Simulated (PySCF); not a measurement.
# C11H17OPS: what the fields show

```json
{"atom": "C", "x (Å)": "-3.3116", "y (Å)": "1.9189", "z (Å)": "0.5264"}
{"atom": "C", "x (Å)": "-3.0500", "y (Å)": "0.5167", "z (Å)": "0.0015"}
{"atom": "C", "x (Å)": "-1.9654", "y (Å)": "0.4301", "z (Å)": "-1.0721"}
{"atom": "O", "x (Å)": "-1.9350", "y (Å)": "-0.8231", "z (Å)": "-1.6850"}
{"atom": "C", "x (Å)": "-0.5591", "y (Å)": "0.8421", "z (Å)": "-0.5988"}
{"atom": "P", "x (Å)": "0.1385", "y (Å)": "-0.1037", "z (Å)": "0.8139"}
{"atom": "C", "x (Å)": "-0.3059", "y (Å)": "0.7817", "z (Å)": "2.3423"}
{"atom": "S", "x (Å)": "-0.3766", "y (Å)": "-2.0049", "z (Å)": "0.8734"}
{"atom": "C", "x (Å)": "1.9377", "y (Å)": "0.1623", "z (Å)": "0.6612"}
{"atom": "C", "x (Å)": "2.4720", "y (Å)": "1.4571", "z (Å)": "0.6357"}
{"atom": "C", "x (Å)": "3.8458", "y (Å)": "1.6415", "z (Å)": "0.5070"}
{"atom": "C", "x (Å)": "4.6902", "y (Å)": "0.5349", "z (Å)": "0.4034"}
{"atom": "C", "x (Å)": "4.1602", "y (Å)": "-0.7537", "z (Å)": "0.4268"}
{"atom": "C", "x (Å)": "2.7847", "y (Å)": "-0.9421", "z (Å)": "0.5550"}
{"atom": "H", "x (Å)": "-2.4328", "y (Å)": "2.3531", "z (Å)": "1.0292"}
{"atom": "H", "x (Å)": "-4.1352", "y (Å)": "1.9243", "z (Å)": "1.2558"}
{"atom": "H", "x (Å)": "-3.5907", "y (Å)": "2.6043", "z (Å)": "-0.2903"}
{"atom": "H", "x (Å)": "-2.7978", "y (Å)": "-0.1789", "z (Å)": "0.8212"}
{"atom": "H", "x (Å)": "-3.9649", "y (Å)": "0.1103", "z (Å)": "-0.4577"}
{"atom": "H", "x (Å)": "-2.2311", "y (Å)": "1.1492", "z (Å)": "-1.8689"}
{"atom": "H", "x (Å)": "-1.6066", "y (Å)": "-1.4593", "z (Å)": "-1.0241"}
{"atom": "H", "x (Å)": "-0.5105", "y (Å)": "1.9131", "z (Å)": "-0.3418"}
{"atom": "H", "x (Å)": "0.1354", "y (Å)": "0.6694", "z (Å)": "-1.4350"}
{"atom": "H", "x (Å)": "-1.3916", "y (Å)": "0.7207", "z (Å)": "2.4929"}
{"atom": "H", "x (Å)": "0.0100", "y (Å)": "1.8346", "z (Å)": "2.3093"}
{"atom": "H", "x (Å)": "0.1982", "y (Å)": "0.2685", "z (Å)": "3.1728"}
{"atom": "H", "x (Å)": "1.8201", "y (Å)": "2.3317", "z (Å)": "0.7135"}
{"atom": "H", "x (Å)": "4.2601", "y (Å)": "2.6522", "z (Å)": "0.4872"}
{"atom": "H", "x (Å)": "5.7682", "y (Å)": "0.6810", "z (Å)": "0.3024"}
{"atom": "H", "x (Å)": "4.8207", "y (Å)": "-1.6199", "z (Å)": "0.3440"}
{"atom": "H", "x (Å)": "2.3438", "y (Å)": "-1.9434", "z (Å)": "0.5735"}
```

Geometry: PBE0-D3(BJ)/def2-SVP.

Method: PBE0/pcSseg-1, SCF density, gas phase, non-relativistic (PySCF).

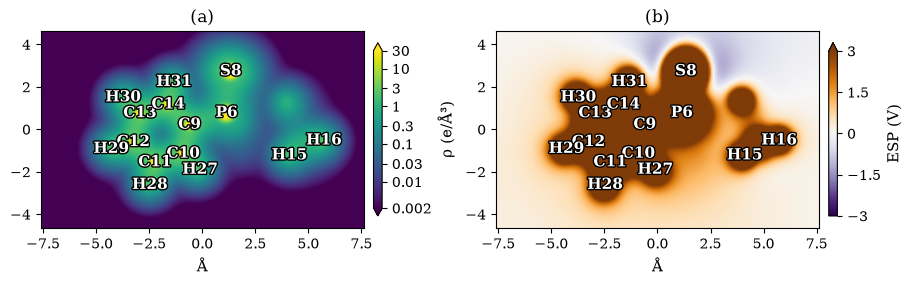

Figure 1. (a) electron density; (b) electrostatic potential on the plane of atoms C9, C14 and H31.

Read the bonding off the picture.

- The section cuts through P, S, C and H sites.
- C–C (1.39 Å): ρ at the midpoint is about 2.1 e/Å³.
- C–P (1.83 Å): ρ is about 1.2 e/Å³ halfway.
- P–S (1.97 Å): ρ is about 1.1 e/Å³ halfway.
- C–H (1.09 Å): ρ is about 2 e/Å³ halfway.
- Outside the dense part of the molecule the potential is most negative (−1.2 V) near S8.

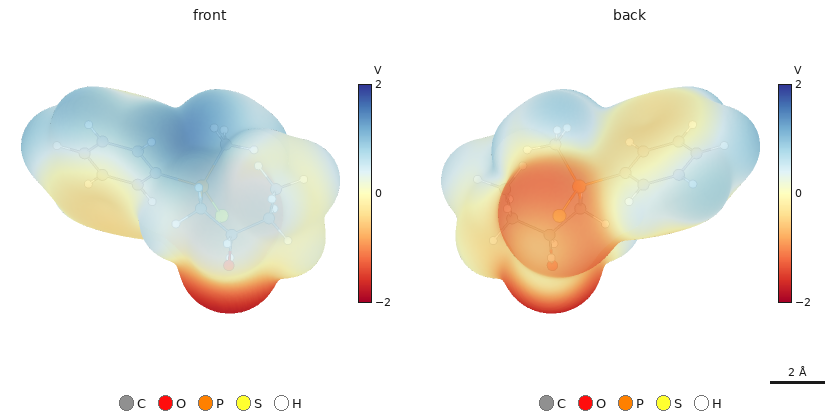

Figure 2. The electrostatic potential painted on the density surface at 0.001 e/bohr³, seen from the front and from behind; the colour scale runs from red (negative) to blue (positive).

Where is the surface potential most negative and most positive?

The most negative region (about −1.7 V, or −39 kcal/mol for a unit charge) lies over O4, the most positive (about +1.4 V, or +32 kcal/mol for a unit charge) over H22, H25 and H27. O4 is the likeliest acceptor of a hydrogen bond.
